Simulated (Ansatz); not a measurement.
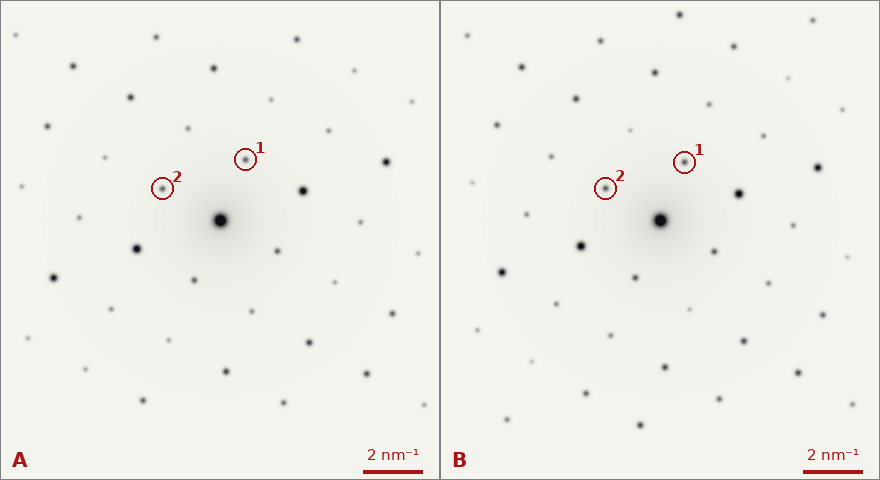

Kinematic electron diffraction patterns (120 kV, B = 0.5 Å², same scale) along [001] of the run's own cell, for the start and the end of one relaxation of Cs2ClF4 with Ansatz 0.2.0, DFT, PAW plane waves, pbesol. k mesh 6×6×6. The start is a generated model structure, and the relaxation ends in the nearest stationary point of its symmetry, not necessarily the ground state. Spot 1 is -1 0 0 and spot 2 is 0 -1 0 in both.

Start structure:

```yaml
crystal:
  lattice:
    - [0.00000, 4.67042, 0.00000]
    - [4.67042, 0.00000, 0.00000]
    - [2.33521, 2.33521, -7.23451]
  atoms:
    - { symbol: F, position: [0.15000, 0.15000, 0.70000] }
    - { symbol: F, position: [0.85000, 0.85000, 0.30000] }
    - { symbol: Cs, position: [0.36000, 0.36000, 0.28000] }
    - { symbol: Cs, position: [0.64000, 0.64000, 0.72000] }
    - { symbol: F, position: [0.50000, 0.00000, 0.00000] }
    - { symbol: F, position: [0.00000, 0.50000, 0.00000] }
    - { symbol: Cl, position: [0.00000, 0.00000, 0.00000] }
```

Which pattern belongs to the start structure, and which to the relaxed one?

A is the start: its cell gives d(1) = 4.445 Å, d(2) = 4.445 Å and an angle of 84.6°. B is the relaxed structure, with d(1) = 4.626 Å (+4.1 %), d(2) = 4.626 Å (+4.1 %) and 82.8°.

Summarise the relaxation behind the change.

The volume changed by +1.5 % to 22.87 Å³ an atom; with the mean shift removed, the atoms moved by up to 0.12 Å relative to the cell (F most); the space group stayed I4/mmm (No. 139); the free energy fell by 110 meV an atom. Relaxed cell: a = 4.944 Å, b = 4.944 Å, c = 7.425 Å, α = 70.55°, β = 70.55°, γ = 90.00°.
